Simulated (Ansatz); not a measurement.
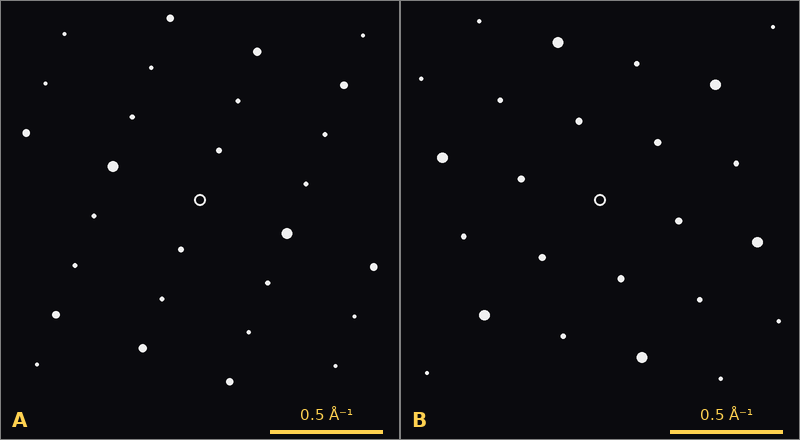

Kinematic electron diffraction patterns (200 kV, B = 0.5 Å², same scale, each along a low-index zone) of two structures of composition Ta2Ti, each relaxed at zero pressure with DFT PBE, scalar-relativistic, plane waves, PAW (Ansatz 0.2.0). The runs are not spin-polarised.

The structures (standard cells):
1. Fd-3m (No. 227), a = 7.708 Å, 24 atoms; generated start, possibly hypothetical
2. Immm (No. 71), a = 2.780 Å, b = 4.664 Å, c = 8.386 Å, 6 atoms; generated start, possibly hypothetical

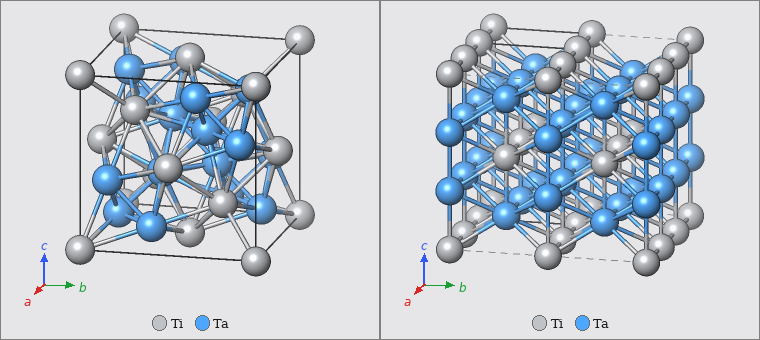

Drawings of the structures 1 to 2, from left to right (each may span several cells).

**Which pattern belongs to which structure, and along which zone?**

A is structure 2 along [110] or an equivalent direction: rectangular net of 0 0 2 at d = 4.19 Å and 1 -1 0 at d = 2.39 Å, 90.0° apart. B is structure 1 along [111] or an equivalent direction: hexagonal net of -2 2 0 at d = 2.73 Å and -2 0 2 at d = 2.73 Å, 60.0° apart.

**Which structure lies lowest at this level of theory, and by how much?**

Structure 2 (Immm, 18.12 Å³ an atom) is the lowest of these; structure 1 (Fd-3m, 19.08 Å³ an atom) lies about 140 meV an atom higher. These are static energies at 0 K; other structures, not shown, may lie lower still.
